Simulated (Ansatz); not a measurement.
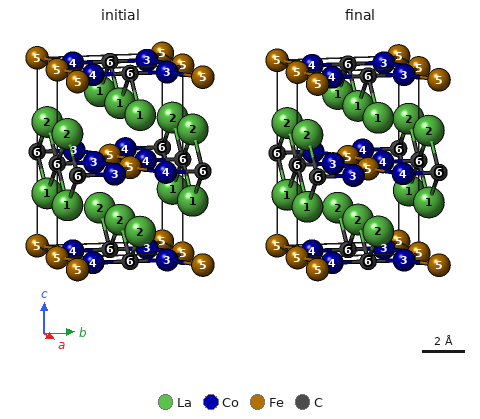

The structure of crystalline La2FeCo2C (a generated structure, set up in Immm) before (left) and after (right) a relaxation, at one scale.

The picture is a ball-and-stick view of the conventional cell (2 times the calculation's cell), repeated 2 × 1 × 1 with one cell outlined, seen slightly off an axis. Lengths and directions refer to the drawn axes.

The calculation used Ansatz 0.2.0, DFT, PAW plane waves, PBE.

Input file:
```yaml
crystal:
  lattice:
    - [-2.022292, 3.085098, 4.54153]
    - [4.044584, 0.0, 0.0]
    - [2.022292, 3.085098, -4.54153]
  atoms:
    - { symbol: La, position: [0.30991, 0.80991, 0.69009] }
    - { symbol: La, position: [0.69009, 0.19009, 0.30991] }
    - { symbol: Co, position: [0.7956, 0.5, 0.7956] }
    - { symbol: Co, position: [0.2044, 0.5, 0.2044] }
    - { symbol: Fe, position: [0.0, 0.0, 0.0] }
    - { symbol: C, position: [0.5, 0.5, 0.5] }
  symmetry: { tolerance: 0.0003 }
kpoints:
  mp_grid: { grid: [5, 5, 5], shift: [0.5, 0.5, 0.5] }
magnetization:
  spin_polarized: false
scf:
  occupations: { method: gaussian, width: 0.0121 }
hamiltonian:
  pseudopotentials: { kind: paw }
  xc: pbe
basis:
  ecutwfc: 420
output:
  forces: true
  stress: true
  eigenvalues: true
relax:
  max_steps: 40
  cell: {}
  f_tol: 0.001
  max_displacement: 0.1
```

Command:
```bash
ansatz run input.yaml --threads 1 --pin off --max-ram 2560MiB --backend cpu --events-out ev --progress --plain --runs-dir out
```

Describe what moved and what it gained.

Answer. The largest moves relative to the cell, 0.033 Å, are those of La1 and La2. La1 goes along −c. Co and Fe and C stay in place. The drawn cell changes as follows: a 4.045 → 4.046 Å (0.0 %), b 6.170 → 5.981 Å (−3.1 %), c 9.083 → 8.963 Å (−1.3 %); the volume changes by −4.3 %. Some distances before and after: La1–Co3 3.085 → 3.005 Å, Co3–Co4 2.522 → 2.445 Å, Co3–C6 1.824 → 1.768 Å, La1–Co3 (another image) 3.225 → 3.199 Å. The space group stays Immm (No. 71). The energy falls by 19.6 meV per atom in 7 accepted moves (8 points after the start). Largest force component: 0.35 eV/Å at the start, 0.00089 eV/Å at the end. The pressure goes from −4.64 to −0.03 GPa. The SCF was repeated once at an unchanged geometry on a basis and grid sized afresh for the cell, which shifted the energy by 0.4 meV per atom at most.
